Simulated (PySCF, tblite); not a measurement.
# C₅H₆ClFO₂: dynamics, then NMR shifts on frames, part 2 of 2

tblite 0.8.0 and PySCF 2.14.0. Atoms count from 0. Earlier steps stand in the parts before.

## Step 6: NMR shieldings: 800 fs, PBE0/pcSseg-1

The job: settings as JSON, then the geometry in Å.

```
{"job": {"kind": "nmr", "xc": "PBE0", "basis": "pcSseg-1", "pop": false}, "charge": 0, "multiplicity": 1}
O     -1.292700     2.899400     0.521400
C     -0.875200     1.876200     0.168700
C     -1.634900     0.605000    -0.087900
C     -0.891300    -0.629900     0.276300
Cl    -1.726800    -2.093000    -0.265400
C      0.543800    -0.716200    -0.381600
C      1.121000     0.635200    -0.027100
F      1.129000     0.590100     1.328400
O      0.440800     1.750400    -0.353600
H     -2.651700     0.747900     0.326900
H     -1.832100     0.599300    -1.162600
H     -0.851400    -0.751800     1.353200
H      1.135100    -1.486700     0.013200
H      0.534200    -0.707200    -1.432600
H      2.164800     0.757500    -0.354600
```

Level: GIAO PBE0/pcSseg-1 NMR shielding, non-relativistic, gas phase.

The program printed:

```text
coarse grid: 14032 points
cycle   1  E = -903.6603639702  dE =  1.779e+00  |g| = 1.026e+00  |ddm| = 3.600e+00
cycle   2  E = -903.2528071563  dE =  4.076e-01  |g| = 1.829e+00  |ddm| = 1.945e+00
cycle   3  E = -903.8376125437  dE = -5.848e-01  |g| = 2.794e-01  |ddm| = 1.381e+00
cycle   4  E = -903.8511186274  dE = -1.351e-02  |g| = 8.324e-02  |ddm| = 2.279e-01
cycle   5  E = -903.8521272605  dE = -1.009e-03  |g| = 2.599e-02  |ddm| = 6.156e-02
cycle   6  E = -903.8522601363  dE = -1.329e-04  |g| = 6.473e-03  |ddm| = 2.244e-02
cycle   7  E = -903.8522668856  dE = -6.749e-06  |g| = 2.277e-03  |ddm| = 5.847e-03
final grid: 134040 points
cycle   8  E = -903.9334381321  dE = -3.740e-05  |g| = 1.535e-02  |ddm| = 3.747e-02
cycle   9  E = -903.9333524509  dE =  8.568e-05  |g| = 2.648e-02  |ddm| = 2.718e-02
cycle  10  E = -903.9334797012  dE = -1.273e-04  |g| = 2.610e-03  |ddm| = 1.822e-02
cycle  11  E = -903.9334808177  dE = -1.117e-06  |g| = 7.032e-04  |ddm| = 1.995e-03
cycle  12  E = -903.9334808996  dE = -8.181e-08  |g| = 1.399e-04  |ddm| = 5.948e-04
cycle  13  E = -903.9334809034  dE = -3.830e-09  |g| = 4.684e-05  |ddm| = 1.581e-04
cycle  14  E = -903.9334809038  dE = -4.081e-10  |g| = 1.316e-05  |ddm| = 4.317e-05
converged SCF energy = -903.9334809038

GIAO shielding tensors (ppm)
atom      isotropic    diamagn.    paramagn.     s11        s22        s33       span
  0 O     -147.223     396.056    -543.278   -444.116   -261.309    263.758    707.873
  1 C       21.166     248.586    -227.420    -87.077     67.538     83.038    170.116
  2 C      143.291     248.291    -105.000    123.847    135.283    170.744     46.898
  3 C      136.437     241.932    -105.495    111.573    133.266    164.470     52.897
  4 Cl     773.525    1145.497    -371.972    570.575    692.586   1057.412    486.837
  5 C      143.577     248.340    -104.763    120.246    143.527    166.957     46.711
  6 C       81.486     244.175    -162.689     61.611     79.116    103.730     42.119
  7 F      293.728     478.193    -184.466    189.894    298.450    392.839    202.945
  8 O       89.068     399.672    -310.604   -105.073    136.983    235.296    340.369
  9 H       28.404      27.685       0.719     23.766     27.928     33.518      9.752
 10 H       29.034      28.383       0.651     26.359     28.149     32.595      6.236
 11 H       27.136      29.086      -1.951     21.944     27.823     31.641      9.697
 12 H       30.033      31.082      -1.049     26.964     28.536     34.599      7.635
 13 H       30.936      31.124      -0.188     27.532     30.091     35.185      7.653
 14 H       25.673      28.308      -2.634     22.532     23.613     30.875      8.343
```

Wall time 22 s (1 thread, shared host).

In short: δ C1 165.8, C6 105.4, C3 50.5, C2 43.6, H14 6.04, H11 4.58 ppm.

## Step 7: Shielding tensors: 1000 fs, PBE0/pcSseg-1

The job: settings as JSON, then the geometry in Å.

```
{"job": {"kind": "nmr", "xc": "PBE0", "basis": "pcSseg-1", "pop": false}, "charge": 0, "multiplicity": 1}
O     -1.288800     2.927600     0.615900
C     -0.717600     1.917900     0.360800
C     -1.384400     0.540700     0.330300
C     -0.430000    -0.695900     0.080700
Cl    -1.453600    -2.045900    -0.475200
C      0.602600    -0.332800    -0.942700
C      1.270200     0.899000    -0.380400
F      1.910300     0.568200     0.867500
O      0.568300     1.996000    -0.049900
H     -1.979400     0.416200     1.282000
H     -2.094800     0.581800    -0.524800
H      0.061200    -0.805000     1.040900
H      1.239200    -1.159100    -0.939900
H      0.259600    -0.145800    -1.942700
H      2.185100     1.256400    -0.999900
```

With the program's defaults for keys left out, this is: GIAO PBE0/pcSseg-1 NMR shielding, non-relativistic, gas phase.

The program printed:

```text
coarse grid: 14032 points
cycle   1  E = -903.6404481558  dE =  1.607e+00  |g| = 1.071e+00  |ddm| = 3.540e+00
cycle   2  E = -903.0761473303  dE =  5.643e-01  |g| = 2.057e+00  |ddm| = 2.284e+00
cycle   3  E = -903.8367090188  dE = -7.606e-01  |g| = 3.058e-01  |ddm| = 1.719e+00
cycle   4  E = -903.8525983227  dE = -1.589e-02  |g| = 1.010e-01  |ddm| = 2.579e-01
cycle   5  E = -903.8541230079  dE = -1.525e-03  |g| = 2.614e-02  |ddm| = 7.021e-02
cycle   6  E = -903.8542691568  dE = -1.461e-04  |g| = 6.154e-03  |ddm| = 2.364e-02
cycle   7  E = -903.8542763897  dE = -7.233e-06  |g| = 1.865e-03  |ddm| = 5.990e-03
final grid: 134040 points
cycle   8  E = -903.9351243426  dE = -3.082e-05  |g| = 1.462e-02  |ddm| = 2.850e-02
cycle   9  E = -903.9350427360  dE =  8.161e-05  |g| = 2.544e-02  |ddm| = 2.763e-02
cycle  10  E = -903.9351629198  dE = -1.202e-04  |g| = 2.804e-03  |ddm| = 1.848e-02
cycle  11  E = -903.9351642475  dE = -1.328e-06  |g| = 6.316e-04  |ddm| = 2.077e-03
cycle  12  E = -903.9351643134  dE = -6.588e-08  |g| = 1.179e-04  |ddm| = 5.409e-04
cycle  13  E = -903.9351643161  dE = -2.746e-09  |g| = 3.977e-05  |ddm| = 1.290e-04
cycle  14  E = -903.9351643164  dE = -2.747e-10  |g| = 1.470e-05  |ddm| = 3.369e-05
converged SCF energy = -903.9351643164

GIAO shielding tensors (ppm)
atom      isotropic    diamagn.    paramagn.     s11        s22        s33       span
  0 O     -135.023     395.501    -530.523   -432.539   -251.911    279.383    711.922
  1 C       20.509     245.768    -225.259    -86.166     70.628     77.065    163.231
  2 C      134.861     251.838    -116.977    110.742    130.896    162.945     52.202
  3 C      132.636     246.258    -113.622    106.359    119.649    171.900     65.540
  4 Cl     761.486    1146.263    -384.777    565.131    666.437   1052.890    487.758
  5 C      152.462     249.803     -97.341    132.198    148.584    176.605     44.407
  6 C       73.470     239.631    -166.161     46.568     71.229    102.614     56.046
  7 F      275.591     477.976    -202.385    117.678    307.777    401.319    283.640
  8 O       86.437     396.071    -309.634    -97.998    114.321    242.989    340.987
  9 H       27.522      28.201      -0.678     23.485     26.957     32.125      8.640
 10 H       28.605      29.066      -0.461     24.291     29.550     31.974      7.682
 11 H       27.246      30.220      -2.975     23.479     26.909     31.349      7.870
 12 H       30.104      30.888      -0.784     26.700     28.511     35.100      8.400
 13 H       30.359      30.437      -0.078     26.644     29.102     35.330      8.686
 14 H       24.154      25.540      -1.386     21.395     21.592     29.474      8.079
```

Wall time 23 s (1 thread, shared host).

This run: δ C1 166.4, C6 113.5, C3 54.3, C2 52.1, H14 7.56, H11 4.47 ppm.

## Step 8: Run by run: NMR shifts

Shifts (ppm) of some atoms, chosen among heavy atoms and hydrogens apart, with basis size and wall time:

| frame | C3 | H13 | H9 | O0 | O8 | Cl4 | F7 | functions | time |
| --- | --- | --- | --- | --- | --- | --- | --- | --- | --- |
| 250 fs | 40.0 | 2.34 | 2.25 | 490.5 | 259.2 | 149 | -130.3 | 190 | 29 s |
| 425 fs | 75.2 | 3.14 | 4.30 | 500.5 | 262.4 | 321 | -140.1 | 190 | 23 s |
| 625 fs | 57.2 | 2.59 | 3.29 | 504.2 | 249.2 | 219 | -143.4 | 190 | 23 s |
| 800 fs | 50.5 | 0.78 | 3.31 | 483.3 | 247.0 | 176 | -122.8 | 190 | 22 s |
| 1000 fs | 54.3 | 1.36 | 4.19 | 471.1 | 249.6 | 188 | -104.6 | 190 | 23 s |

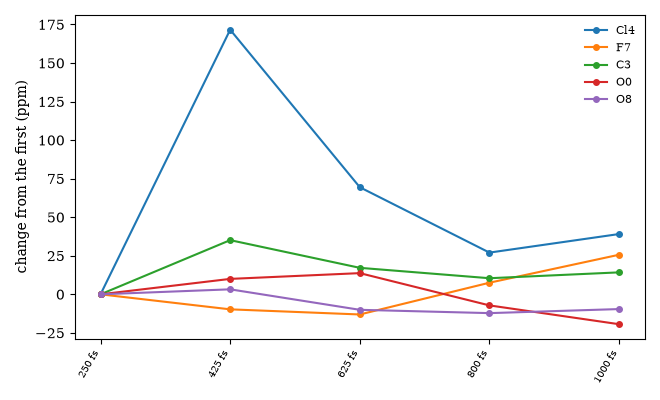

How five of the tabulated atoms move from run to run.

## Step 9: Summary of results

What follows sums up all 2 parts.

```
                                        quantity                                   value
                                      thermostat                                   300 K
                   mean temperature, second half                                   310 K
         mean potential energy above the minimum                                 0.52 eV
  13C shifts against TMS (PBE0/pcSseg-1, 250 fs)      172.0, 108.4, 42.8, 40.0, 39.9 ppm
   1H shifts against TMS (PBE0/pcSseg-1, 250 fs)  7.41, 4.54, 2.78, 2.34, 2.25, 2.03 ppm
  17O shifts against H2O (PBE0/pcSseg-1, 250 fs)                        490.5, 259.2 ppm
 35Cl shifts against HCl (PBE0/pcSseg-1, 250 fs)                                 149 ppm
19F shifts against CFCl3 (PBE0/pcSseg-1, 250 fs)                              -130.3 ppm
           surface potential, 1st and 99th percentile                      -1.60 V and 1.53 V
                       range of the shift of Cl4                          149 to 321 ppm
```

**Reading.** In the second half the potential energy averages 0.52 eV above the minimum; equipartition over 39 harmonic modes at 300 K would give 0.50 eV. With 15 atoms the temperature swings widely (123 to 393 K). Shifts at one fixed geometry are not the observed spectrum, which averages over the motion. In the first frame run (250 fs): Shielding is most anisotropic at O0 (span 742 ppm, paramagnetic term -551 ppm). By nearest atom (PBE0/pcSseg-1), the HOMO sits on O0 55 %; Cl4 15 % and the LUMO on C1 44 %; O0 26 %. Across the 5 runs the shift of Cl4 moves most, between 149 (250 fs) and 321 ppm (425 fs).
